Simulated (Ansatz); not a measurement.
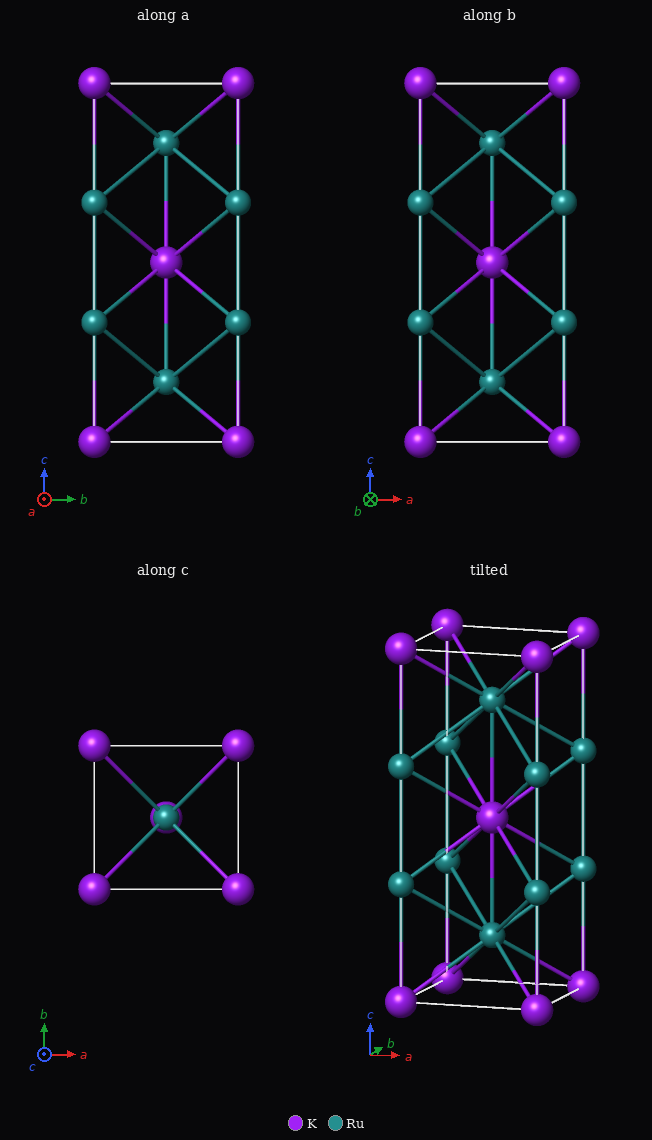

Structure drawing (ball-and-stick), viewed along the a axis, along the b axis, along the c axis and slightly off an axis. One conventional unit cell is framed, with atoms on its boundary repeated.

Lattice parameters: a = 3.6556 Å, b = 3.6556 Å, c = 9.1281 Å, α = 90.000°, β = 90.000°, γ = 90.000°.

Q: Transcribe the picture into a CIF in P1 with every atom of the cell.

A:
```cif
data_structure
_symmetry_space_group_name_H-M 'P 1'
_symmetry_Int_Tables_number 1
_cell_length_a 3.6556
_cell_length_b 3.6556
_cell_length_c 9.1281
_cell_angle_alpha 90.000
_cell_angle_beta 90.000
_cell_angle_gamma 90.000
_cell_volume 121.98
loop_
_atom_site_label
_atom_site_type_symbol
_atom_site_fract_x
_atom_site_fract_y
_atom_site_fract_z
_atom_site_occupancy
K1 K 0.0000 0.0000 0.0000 1
Ru1 Ru 0.5000 0.5000 0.8330 1
Ru2 Ru 0.0000 0.0000 0.6670 1
K2 K 0.5000 0.5000 0.5000 1
Ru3 Ru 0.0000 0.0000 0.3330 1
Ru4 Ru 0.5000 0.5000 0.1670 1
```

The geometry is that of a generated cell, made by putting these elements into a known structure type (the compound may or may not exist in this form), without relaxation. It was the input of a calculation with Ansatz.

At this level of theory the cell isn't at rest (stretched, at -12 GPa and forces up to 1.7 eV/Å), so its distances can differ from those at equilibrium, the more so the softer the solid.
